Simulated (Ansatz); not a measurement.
# WH5F: frequency calculation

- system: WH5F
- method: RKS B3LYP-D4/def2-TZVP (Ansatz 0.2.0)

It belongs to a series of runs on one base structure; here: vibrations at the highest image of the band. Figures and captions count atoms from 1; the log counts them from 0 in places.

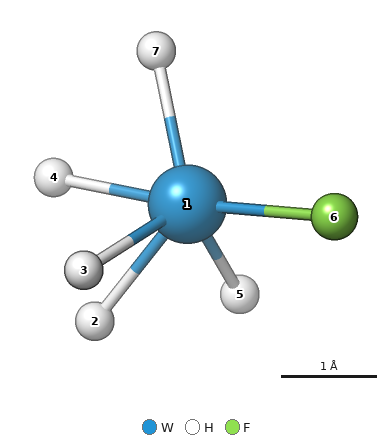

Figure 1. The input geometry (ball-and-stick view, seen at a tilt; atoms are numbered from 1 in the order of the input). Sticks mark near contacts. Bond lengths as drawn: F–W 1.90 Å and H–W 1.66 to 1.76 Å.

The input:
```yaml
crystal:
  periodic: [false, false, false]
  atoms:
    - { symbol: W, position_ang: [0.116082, -0.285717, -0.062844] }
    - { symbol: H, position_ang: [0.157083, 0.67936, 1.292828] }
    - { symbol: H, position_ang: [1.560627, -0.176069, 0.794452] }
    - { symbol: H, position_ang: [0.205068, 1.468988, -0.144337] }
    - { symbol: H, position_ang: [-1.316985, -0.030377, 0.782733] }
    - { symbol: F, position_ang: [0.020571, -2.181015, -0.148854] }
    - { symbol: H, position_ang: [0.157255, 0.394827, -1.614278] }
basis:
  gaussian: { orbitals: def2-TZVP }
hamiltonian:
  xc: b3lyp
  dispersion: d4
phonons: {}
```

Machine: 4 threads of Arm Neoverse V1, 24 GiB of memory available, shared host.

Launch command:
```bash
ansatz run input.yaml --threads 4 --pin off --max-ram 5120MiB --backend cpu --events-out ev --progress --plain --runs-dir out
```

Output:
```
Engine: ansatz 0.2.0, aarch64-unknown-linux-gnu
Functional definition: B3LYP
  parameter a0 = 0.2
  parameter ax = 0.72
  parameter ac = 0.81
  exchange = (1 - a0 - ax)*slater_x + ax*b88_x + a0*exact_x
  correlation = (1 - ac)*vwn_rpa_c + ac*lyp_c
769 factors; their error is unknown
mean field evaluation 1: about -4622.2216 eV, gradient 3.9e1 eV
mean field evaluation 2: about -4612.4681 eV, gradient 8.9e1 eV
mean field evaluation 4: about -4624.7663 eV, gradient 2.7e0 eV
mean field evaluation 8: about -4624.7893 eV, gradient 1.5e-1 eV
mean field -4624.78936988 eV, -169.9578745483 hartree, gradient 5.5e-5 eV, S^2 0.000000; 0 other end points of the search recorded, 0 dependent functions left out
the calculation of the forces begins
reference -4624.78960657 eV, -169.9578832465 hartree; 14, 14 occupied and 87, 87 virtual orbitals, 769 factors
these checks for a lower state are left out or cut short: stability, starts, cluster_reference, orbital_swaps, neighbouring_geometries, increment
769 factors; their error is unknown
mean field evaluation 16: about -4624.7789 eV, gradient 1.8e0 eV
mean field -4624.78927447 eV, -169.9578710419 hartree, gradient 1.9e-6 eV, S^2 0.000000; 0 other end points of the search recorded, 0 dependent functions left out
[... from here on the field's lines of each further geometry are left out, up to the last ...]
the calculation of the forces begins
reference -4624.78953370 eV, -169.9578805684 hartree; 14, 14 occupied and 87, 87 virtual orbitals, 769 factors
these checks for a lower state are left out or cut short: stability, starts, cluster_reference, orbital_swaps, neighbouring_geometries, increment
769 factors; their error is unknown
mean field -4624.78936112 eV, -169.9578742263 hartree, gradient 1.8e-6 eV, S^2 0.000000; 0 other end points of the search recorded, 0 dependent functions left out
the calculation of the forces begins
reference -4624.78959784 eV, -169.9578829257 hartree; 14, 14 occupied and 87, 87 virtual orbitals, 769 factors
WARN: phonons: modes at or below zero, which the zero-point energy, F, S and C_V leave out: 1, the lowest at -660.49 cm⁻¹. A minimum has none, and a first-order saddle one
Total energy: -4624.96765390 eV, -169.9644263651 hartree
Atom 0 at     0.116082    -0.285717    -0.062844 Å, force    -0.005009    -0.003178     0.004693 eV/Å
Atom 1 at     0.157083     0.679360     1.292828 Å, force     0.006117    -0.000583    -0.000031 eV/Å
Atom 2 at     1.560627    -0.176069     0.794452 Å, force    -0.000193     0.001046     0.001280 eV/Å
Atom 3 at     0.205068     1.468988    -0.144337 Å, force    -0.001144     0.000658    -0.001977 eV/Å
Atom 4 at    -1.316985    -0.030377     0.782733 Å, force    -0.000773    -0.001235    -0.003460 eV/Å
Atom 5 at     0.020571    -2.181015    -0.148854 Å, force     0.000417     0.001223    -0.000108 eV/Å
Atom 6 at     0.157255     0.394827    -1.614278 Å, force     0.000584     0.002068    -0.000397 eV/Å
Dipole moment:    -0.002683    -0.053736    -0.096051 e Å
Vibrations: -660.49 164.92 457.94 497.67 643.23 798.44 825.60 903.99 1002.18 1003.03 1893.86 2044.65 2076.05 2077.67 2105.30 cm⁻¹, zero-point energy 1.022530 eV
```

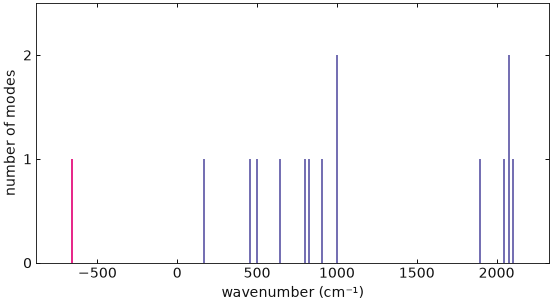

Figure 2. Harmonic vibrational wavenumbers from the force constants; neighbouring modes closer than 13 cm⁻¹ are counted in one stick, and imaginary ones are drawn at negative wavenumbers. 15 modes from 660i to 2105 cm⁻¹, 1 imaginary beyond 8i (660i cm⁻¹): a first-order saddle point, if the geometry is stationary.

Results in brief:

```tsv
quantity	value
outcome	converged
total energy	−4624.9677 eV
mean-field energy	−4624.7896 eV
largest force (length of the vector)	0.008 eV/Å
wall time	26 s (CPU time 95 s)
peak memory	0.17 GiB
```
